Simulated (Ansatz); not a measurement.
# BPH4 (SMILES BP) at 6 levels

Aim: a comparison of 6 runs (r2SCAN/STO-3G, revPBE/STO-3G, wB97M-V/STO-3G, UMP2/STO-3G, CCSDTQ/STO-3G, FCI/STO-3G) of BPH4. 

Program for the calculation: Ansatz 0.2.0.

53 further runs of the same task are left out: 53 set aside as unsound or not needed.

**1. Starting point**

BPH4: 6 atoms, total charge 0, spin state singlet. SMILES: `BP`. The H5–P2 distance was set to 2.757 Å, away from the relaxed value. At this shape a bond of the SMILES string is far longer than usual.

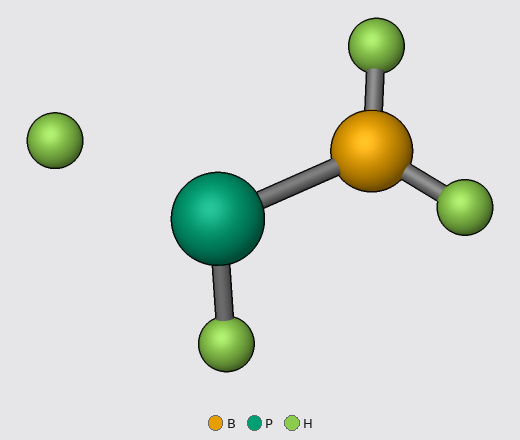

The structure, seen from a chosen angle (boron amber, phosphorus teal, hydrogen green).

**2. The energy at r2SCAN/STO-3G (run 1)**

Input file in.yaml:

```yaml
crystal:
  periodic: [false, false, false]
  atoms:
    - {symbol: B, position_ang: [-0.217707, -1.258234, 1.422210]}
    - {symbol: P, position_ang: [0.158373, 0.538496, 1.562960]}
    - {symbol: H, position_ang: [-0.997827, -1.741464, 2.146260]}
    - {symbol: H, position_ang: [0.438863, -1.931144, 0.727400]}
    - {symbol: H, position_ang: [0.599110, 1.319050, -1.043720]}
    - {symbol: H, position_ang: [-1.082637, 1.121926, 1.701540]}
basis:
  gaussian: {orbitals: STO-3G}
hamiltonian: {xc: {name: r2SCAN}}
accuracy: high
```

Run with:

```bash
$ ansatz run in.yaml --threads 1 --pin off --max-ram 2610MiB --events-out events.jsonl --progress --plain --runs-dir runs
```

What it wrote:

```text
Warning: RAYON_NUM_THREADS=1 ignored (pool sized by the plan → 1); use --threads N
Functional definition: r2SCAN
  name "r2SCAN"
  parameter k0 = 0.174
  parameter k1 = 0.065
  parameter a1 = 4.9479
  exchange = r2scan_x(k0 = k0, k1 = k1, a1 = a1)
  correlation = r2scan_c
311 factors; integrals over basis functions are off by at most 1.2e-8 eV
mean field evaluation 1: about -9904.1026 eV, gradient 2.5e1 eV
mean field evaluation 2: about -9896.3460 eV, gradient 2.7e1 eV
mean field evaluation 4: about -9906.0885 eV, gradient 1.9e1 eV
mean field evaluation 8: about -9908.1119 eV, gradient 1.4e1 eV
mean field evaluation 16: about -9909.2274 eV, gradient 2.4e-8 eV
mean field -9909.22735770 eV, -364.1573886801 hartree, gradient 2.4e-8 eV, S^2 0.000000; 0 other end points of the search recorded, 0 dependent functions left out
reference -9909.22735815 eV, -364.1573886965 hartree; 12, 12 occupied and 6, 6 virtual orbitals, 311 factors
Total energy: -9909.22735815 eV, -364.1573886965 hartree
```

Run time: 1.6 s. Hardware: 1 thread of AMD EPYC 7R13 (Zen 3), shared host; peak memory 0.15 GiB.

**3. The energy at revPBE/STO-3G (run 2)**

Input file run.yaml:

```yaml
crystal:
  periodic: [false, false, false]
  atoms:
    - symbol: B
      position_ang: [-0.217707, -1.258234, 1.422210]
    - symbol: P
      position_ang: [0.158373, 0.538496, 1.562960]
    - symbol: H
      position_ang: [-0.997827, -1.741464, 2.146260]
    - symbol: H
      position_ang: [0.438863, -1.931144, 0.727400]
    - symbol: H
      position_ang: [0.599110, 1.319050, -1.043720]
    - symbol: H
      position_ang: [-1.082637, 1.121926, 1.701540]
basis:
  gaussian: {orbitals: STO-3G}
hamiltonian: {xc: {name: revPBE}}
accuracy: high
```

Run with:

```bash
$ ansatz run run.yaml --threads 1 --pin off --max-ram 2610MiB --events-out events.jsonl --progress --plain --runs-dir runs
```

What it wrote:

```text
Warning: RAYON_NUM_THREADS=1 ignored (pool sized by the plan → 1); use --threads N
Functional definition: revPBE
  name "revPBE"
  parameter kappa = 1.245
  parameter beta = 0.06672455060314922
  exchange = pbe_x(kappa = kappa, mu = beta*pi^2/3)
  correlation = pbe_c(beta = beta)
311 factors; integrals over basis functions are off by at most 1.2e-8 eV
mean field evaluation 1: about -9903.1079 eV, gradient 2.6e1 eV
mean field evaluation 2: about -9894.5716 eV, gradient 3.0e1 eV
mean field evaluation 4: about -9903.7496 eV, gradient 2.2e1 eV
mean field evaluation 8: about -9907.3193 eV, gradient 1.7e1 eV
mean field evaluation 16: about -9908.8075 eV, gradient 8.4e-8 eV
mean field -9908.80753266 eV, -364.1419603944 hartree, gradient 8.4e-8 eV, S^2 0.000000; 0 other end points of the search recorded, 0 dependent functions left out
reference -9908.80753510 eV, -364.1419604841 hartree; 12, 12 occupied and 6, 6 virtual orbitals, 311 factors
Total energy: -9908.80753510 eV, -364.1419604841 hartree
```

Run time: 0.72 s. Hardware: 1 thread of AMD EPYC 7R13 (Zen 3), shared host.

Run 3 isn't shown in full; the table further down has it.

**4. The energy at UMP2/STO-3G (run 4)**

Input file input.yaml:

```yaml
crystal:
  periodic: [false, false, false]
  atoms:
    - symbol: B
      position_ang: [-0.217707, -1.258234, 1.422210]
    - symbol: P
      position_ang: [0.158373, 0.538496, 1.562960]
    - symbol: H
      position_ang: [-0.997827, -1.741464, 2.146260]
    - symbol: H
      position_ang: [0.438863, -1.931144, 0.727400]
    - symbol: H
      position_ang: [0.599110, 1.319050, -1.043720]
    - symbol: H
      position_ang: [-1.082637, 1.121926, 1.701540]
basis:
  gaussian: {orbitals: STO-3G}
magnetization: {spin_polarized: true, initial_magnetization: 0}
correlation: {method: mp2, frozen_orbitals: {B: 1, H: 0, P: 5}}
accuracy: high
```

Run with:

```bash
$ ansatz run input.yaml --threads 1 --pin off --max-ram 2610MiB --events-out events.jsonl --progress --plain --runs-dir runs
```

What it wrote, shortened:

```text
Warning: RAYON_NUM_THREADS=1 ignored (pool sized by the plan → 1); use --threads N
Functional definition: HF
  name "HF"
[...]
311 factors; integrals over basis functions are off by at most 1.2e-8 eV
[...]
mean field -9889.84244346 eV, -363.4450062213 hartree, gradient 2.0e-8 eV, S^2 0.966901; 8 other end points of the search recorded, 0 dependent functions left out
6 core orbitals not correlated: weight in the atoms' cores, before any rotation towards them, 1.000 or more for the frozen orbitals, at most 0.000 for the correlated occupied ones
reference -9889.84244346 eV, -363.4450062213 hartree; 6, 6 occupied and 6, 6 virtual orbitals, 311 factors
second order -1.60405876 eV of doubles, -0.00000000 eV of singles
Total energy: -9891.44650223 eV, -363.5039542936 hartree
```

Run time: 0.22 s. Hardware: 1 thread of AMD EPYC 7R13 (Zen 3), shared host.

Run 5 isn't shown in full; the table further down has it.

**5. A single-point energy at FCI/STO-3G (run 6)**

Input file input.yaml:

```yaml
basis:
  gaussian:
    orbitals: STO-3G
crystal:
  periodic: [false, false, false]
  atoms:
    - {symbol: B, position_ang: [-0.217707, -1.258234, 1.422210]}
    - {symbol: P, position_ang: [0.158373, 0.538496, 1.562960]}
    - {symbol: H, position_ang: [-0.997827, -1.741464, 2.146260]}
    - {symbol: H, position_ang: [0.438863, -1.931144, 0.727400]}
    - {symbol: H, position_ang: [0.599110, 1.319050, -1.043720]}
    - {symbol: H, position_ang: [-1.082637, 1.121926, 1.701540]}
accuracy: high
correlation:
  method: fci
  frozen_orbitals: {B: 1, H: 0, P: 5}
```

Run with:

```bash
$ ansatz run input.yaml --threads 1 --pin off --max-ram 2610MiB --events-out events.jsonl --progress --plain --runs-dir runs
```

What it wrote, shortened:

```text
Warning: RAYON_NUM_THREADS=1 ignored (pool sized by the plan → 1); use --threads N
[... 2 set-up lines as earlier in the session ...]
[...]
311 factors; integrals over basis functions are off by at most 1.2e-8 eV
[...]
mean field -9886.16963784 eV, -363.3100331043 hartree, gradient 5.1e-8 eV, S^2 0.000000; 0 other end points of the search recorded, 0 dependent functions left out; unrestricted orbitals would lower it
[...]
unrestricted determinant -9889.84244346 eV, -363.4450062212 hartree, S^2 0.9669
6 core orbitals not correlated: weight in the atoms' cores, before any rotation towards them, 1.000 or more for the frozen orbitals, at most 0.000 for the correlated occupied ones
reference -9886.16963784 eV, -363.3100331043 hartree; 6, 6 occupied and 6, 6 virtual orbitals, 311 factors
state -9892.37610103 eV, -363.5381164194 hartree
Total energy: -9892.37610103 eV, -363.5381164194 hartree
```

Run time: 2.8 s. Hardware: 1 thread of AMD EPYC 7R13 (Zen 3), shared host; peak memory 0.15 GiB.

**6. All runs side by side**

```
run           level  frozen core orbitals  energy (Eh)  wall time
  1   r2SCAN/STO-3G                     –  -364.157389      1.6 s
  2   revPBE/STO-3G                     –  -364.141960     0.72 s
  3  wB97M-V/STO-3G                     –  -364.182025      8.1 s
  4     UMP2/STO-3G                     6  -363.503954     0.22 s
  5   CCSDTQ/STO-3G                     6  -363.538121      3.3 s
  6      FCI/STO-3G                     6  -363.538116      2.8 s
```

**7. Results**

```
                                          quantity          value
                               run 6: total energy  -363.53812 Eh
run 6: correlation energy (6 core orbitals frozen)     -228.1 mEh
```

In words: Against full CI in this basis: UMP2 +34.2 mEh; CCSDTQ -0.0 mEh. Totals of different functionals can't be ranked against each other. In run 5 the log says that unrestricted orbitals would lower the reference, so the values rest on an unstable closed-shell determinant (other closed-shell runs at this shape may share the fault). In runs 1, 2, 3, 4, 5, 6 the basis is minimal, so the values are rough. Spin contamination of the reference: run 4 ⟨S²⟩ = 0.97. Where it is this large, the reference is a mixture of spin states, and values that rest on it are in doubt. All runs together took 17 s, the longest 8.1 s.
